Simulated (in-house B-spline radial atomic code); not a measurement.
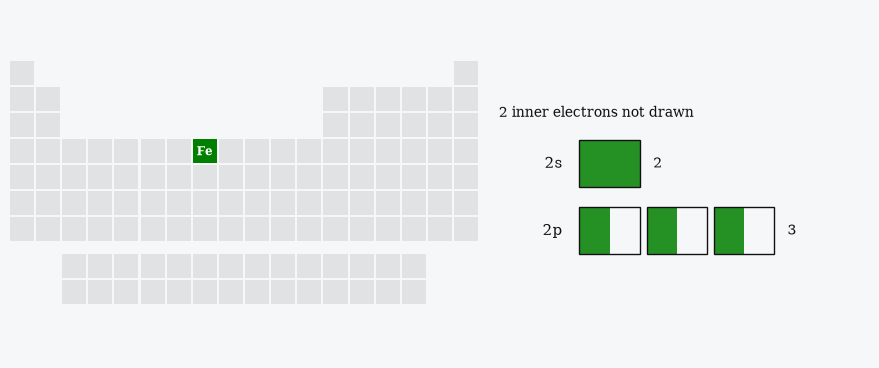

Fig. 1: Left, the place of iron in the periodic table; right, the outer shells as the input fills them: a box for each of the 2l + 1 orbitals, shaded by the share of the shell that is filled, with the electron count at the right.

**Run report: Fe¹⁹⁺, RPA and GW calculation**

System: Fe¹⁹⁺, configuration [He] 2s2 2p3.
Method: RPA, second-order and SOSEX correlation energies and G0W0 (contour deformation) on a scalar-relativistic (spin-free one-electron X2C) mean field, all electrons, B-spline basis (in-house B-spline radial atomic code).

## Input file
```
Z = 26
electrons = 7.0
configuration = [He] 2s2 2p3
hamiltonian = x2c
method = oep
lmax = 9
rms_radius = 3.7377
spin_polarised = True
box_radius = 4.23
intervals = 94
```

The run was one of a batch that the task file lists, launched with:
```bash
python <driver script> task.json out
```

The program writes its results to a structured record and prints no log; tables and figures of this report are taken from that record.

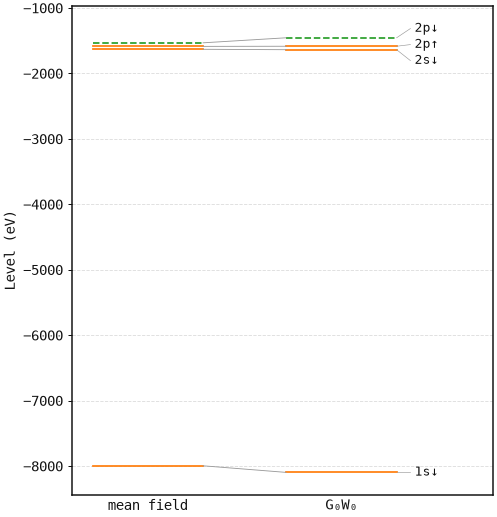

Fig. 2: Mean-field and G₀W₀ levels (solid occupied, dashed empty) for Fe¹⁹⁺ ([He] 2s² 2p³). All-electron spherical atom, scalar X2C, exchange-only OEP start, no spin-orbit coupling, Breit or QED terms; computed with a B-spline radial code. The quasi-particle equation is solved at full frequency; levels of low quasi-particle weight Z are left out. Σ columns are in eV, and Σc holds an estimate for the angular momenta beyond the basis. G₀W₀ moves the highest occupied level, 2p↑, from −1586.6 to −1584.6 eV (renormalisation factor Z = 0.99). The empty level 2p↓ goes from −1531.9 to −1455.2 eV.

```tsv
Level	Mean field (eV)	Σx − vxc (eV)	Σc (eV)	Z	G₀W₀ (eV)
2p↓	−1531.9	80.9	−4.1	0.99	−1455.2
2p↑	−1586.6	0.0	2.0	0.99	−1584.6
2s↓	−1631.1	0.0	−5.9	0.98	−1637.0
1s↓	−7995.9	−114.7	14.1	0.99	−8096.4
```

## Summary

- outcome: converged
- mean-field total energy: −998.43573 hartree
- total energy with exact exchange alone: −998.43573 hartree
- exact exchange energy: −31.56127 hartree
- RPA correlation, extrapolated in the angular momentum of the empty orbitals: −0.45222 hartree
- RPA correlation, as summed: −0.45069 hartree
- direct second-order term: −0.49058 hartree
- second-order exchange term: 0.25949 hartree
- SOSEX term: 0.23603 hartree
- hardware: 1 thread of AMD EPYC (Zen 3), 192 GiB of memory available, shared host
- wall time: 3.4 s

## Notes

Caveats: spin-orbit coupling, Breit and QED terms are absent.
